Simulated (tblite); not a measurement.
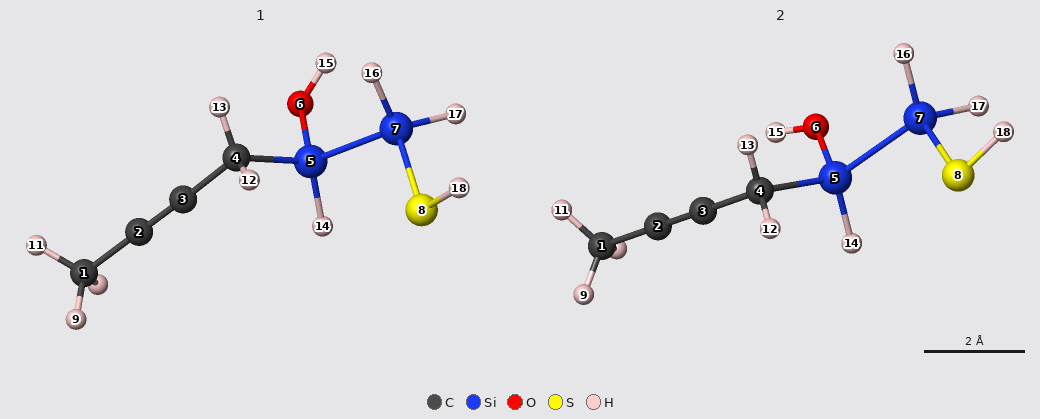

Two geometries of C4H10OSSi2, drawn at one scale. One is the start of a relaxation, the other its converged end. A ball-and-stick model, seen from a free direction.

Level of theory: GFN2-xTB geometry optimisation, gas phase in tblite. 

**Which one is relaxed?**

Structure 2 is the relaxed one. The atom that moves furthest after the best rigid fit is an H atom (2.02 Å). Largest moves by element: H 2.02 Å, S 0.85 Å, C 0.77 Å, O 0.62 Å, Si 0.47 Å. Among the contacts that change: O–Si 1.737 → 1.631 Å, H–S 1.411 → 1.321 Å, C–Si 1.854 → 1.921 Å, H–O 1.003 → 0.954 Å. Bond angles that change, for instance: Si–S–H 111.2° → 96.5°, Si–O–H 107.6° → 120.9°, Si–Si–H 105.9° → 117.6°. Groups turn about O–Si by about 150°, C–Si by about 30°. After 209 geometry steps the energy has fallen by 20.7 kcal/mol. Cost: 3.4 s on 1 thread of Arm Neoverse N1, with other jobs on the host.
